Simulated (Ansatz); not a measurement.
# C2H3Ge (SMILES [CH2][CH]=[Ge]) (doublet): what the fields show

```yaml
atoms:
  - { symbol: C, position_ang: [0.1142, -0.2448, -0.5750] }
  - { symbol: C, position_ang: [0.9142, -0.3341, 0.5256] }
  - { symbol: Ge, position_ang: [-1.4250, 0.9519, -0.4192] }
  - { symbol: H, position_ang: [0.5018, -0.6283, -1.5389] }
  - { symbol: H, position_ang: [1.9521, -0.7150, 0.4833] }
  - { symbol: H, position_ang: [0.5698, 0.0081, 1.5200] }
```

Geometry: PBE-D3(BJ)/def2-SVP.

Theory: isolated molecule in a Gaussian basis; Kohn-Sham density functional theory, functional PBE0 in Ansatz 0.2.0.

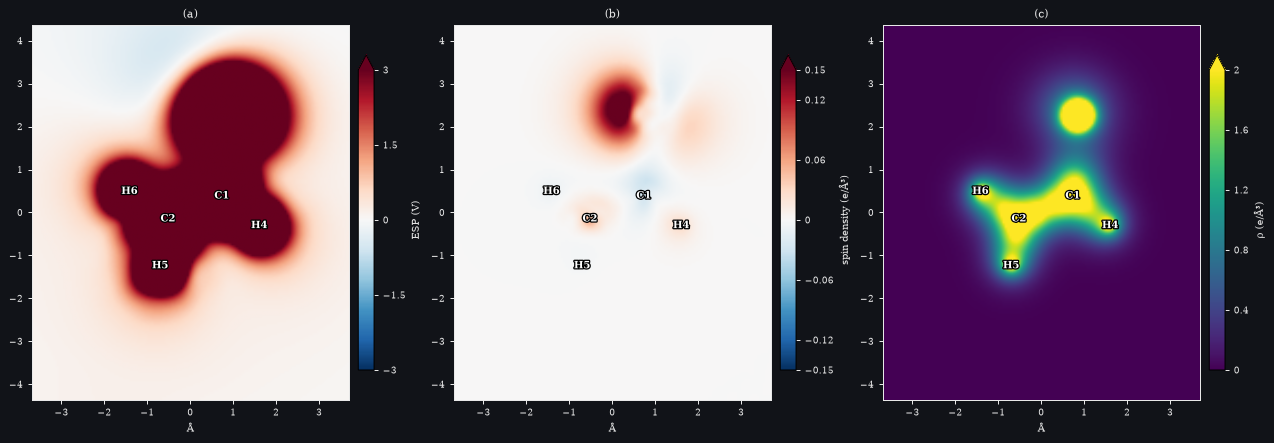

Figure 1. (a) electrostatic potential; (b) spin density (α minus β); (c) total electron density on the plane of atoms C1, C2 and H6.

Q: Describe what can be read from this map.

A: The plane passes through C and H nuclei.
C–C (1.36 Å): ρ at the midpoint is about 2.2 e/Å³.
C–H (1.11 Å): the density is about 2 e/Å³ at the midpoint.
The unpaired spin (1 electron) lies mostly on Ge3 (about 0.9) and C2 (about 0.1), in electrons by Hirshfeld's partition.
Outside the dense part of the molecule the potential is most negative (−0.5 V) near Ge3, which lies off the plane.

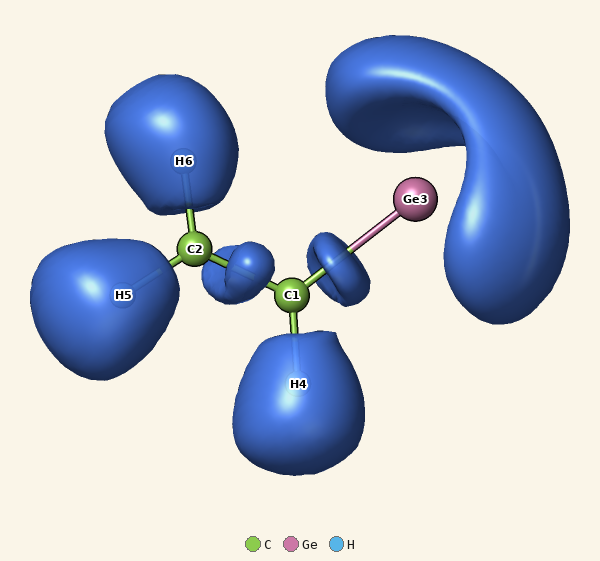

Figure 2. Isosurface of the ELF at 0.8 (blue), seen across its widest extent. Core shells and regions of very low density are left out.

Q: Where are the electrons localised?

A: The ELF exceeds this value in one region between bonded C–C atoms (shared pairs), three regions around hydrogen nuclei, one lobe of the valence shell of C pointing towards Ge (polar bonds) and one region wrapped around Ge (its valence shell). Profiles from the grid: C–C (1.36 Å): the ELF peaks at about 0.95 between the atoms; localised, covalent bonding. C–Ge (1.96 Å): the ELF peaks at about 0.90 in the valence shell of C, 0.7 Å from its nucleus, and is about 0.65 at the midpoint.

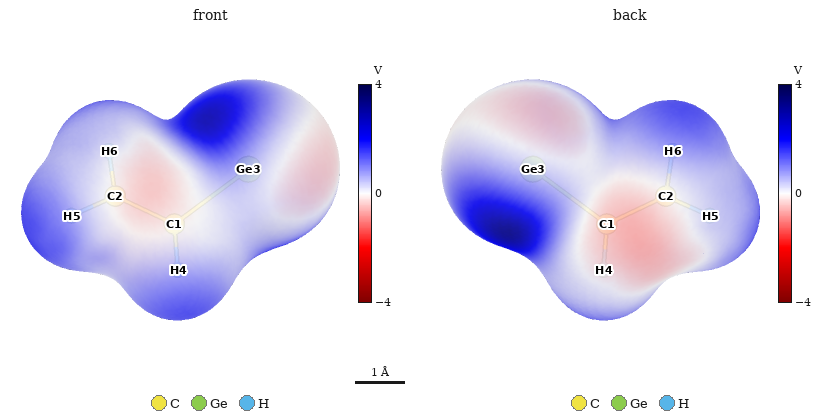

Figure 3. The electrostatic potential painted on the density surface at 0.004 e/bohr³, seen from the front and from behind; the colour scale runs from red (negative) to blue (positive).

Q: Which sites attract a positive test charge, and which a negative one?

A: A positive charge is drawn to the negative regions and a negative charge to the positive ones. The most negative region (about −0.6 V) lies over C1 and C2, the most positive (about +3.1 V) over Ge3.

Q: How polar is the molecule by this calculation?

A: Its dipole moment is 0.90 D.
